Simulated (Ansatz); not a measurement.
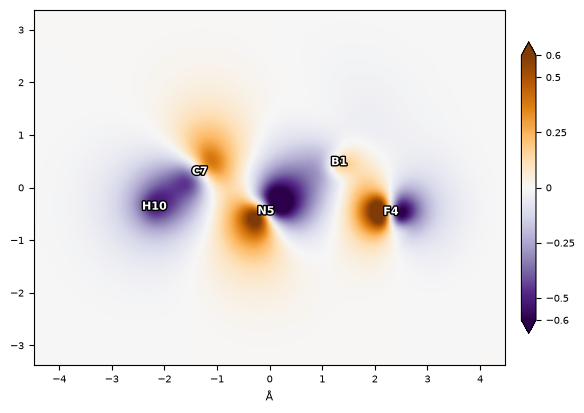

The picture shows: CH₆BF₂N. The HOMO−1 on the plane of atoms B1, N5 and C7 (values in Å⁻³ᐟ²; the overall sign is arbitrary).

Theory: Ansatz, RHF/def2-SVP.

The calculation's input:

```
crystal:
  periodic: [false, false, false]
  atoms:
    - { symbol: B, position_ang: [0.023859, 0.463461, -0.291795] }
    - { symbol: H, position_ang: [-0.290945, 0.640822, 0.842152] }
    - { symbol: F, position_ang: [1.256169, 0.629455, -0.69133] }
    - { symbol: F, position_ang: [-0.886776, 0.197954, -1.194532] }
    - { symbol: "N", position_ang: [-0.049273, -1.915488, 1.072109] }
    - { symbol: H, position_ang: [-0.75138, -2.609848, 0.886645] }
    - { symbol: C, position_ang: [1.004347, -2.426714, 1.922434] }
    - { symbol: H, position_ang: [1.483829, -3.27521, 1.433886] }
    - { symbol: H, position_ang: [1.763306, -1.656999, 2.06451] }
    - { symbol: H, position_ang: [0.660193, -2.750046, 2.910428] }
    - { symbol: H, position_ang: [-0.51703, -1.104587, 1.496195] }
basis:
  gaussian: { orbitals: def2-SVP }
hamiltonian:
  xc: hf
relax:
  f_tol: 0.03
  max_steps: 50
output:
  orbitals: {}
```

Launched as:

```sh
ansatz run input.yaml --threads 2 --pin off --max-ram 3072MiB --backend cpu --events-out ev --progress --plain --runs-dir out
```

The fields are those of the run's last geometry, not of the input's.

Question: Where does this orbital lie, and at what energy?

Answer: It lies mainly on N5 (about 25 %), F4 (about 15 %), C7 (about 15 %), F3 (about 15 %), B1 (about 10 %) and H10 (about 10 %). Its energy is −14.50 eV.
